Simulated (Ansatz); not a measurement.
Start from PbTe in the rock salt structure (space group Fm-3m, No. 225; a = 6.380 Å). Axes: x, y, z lie along the cube axes.

One thing is altered: biaxial strain −2.00 %, plane normal [001], relaxed out of plane (Cartesian); in-plane vectors clamped, the third vector and the atoms free.

Calculations: Kohn–Sham DFT with the LDA functional, run in Ansatz (a first-principles code) with PAW and 420 eV plane waves, no SOC.

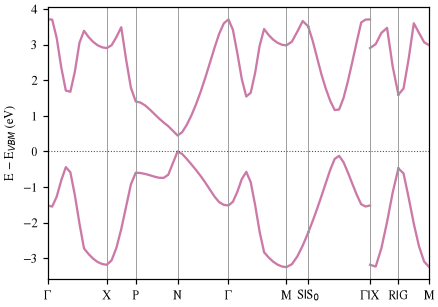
*Highest valence and lowest conduction band along the path of the changed cell's own zone*

Task: From the figure, how large is the changed gap, and is it direct?

Result: About 0.4 eV, direct at N.

Spin-orbit coupling, missing from the scalar runs, can matter with Pb and Te. Whether these cells are dynamically stable was not tested. Labels are those of the standard path for the cell's own space group.
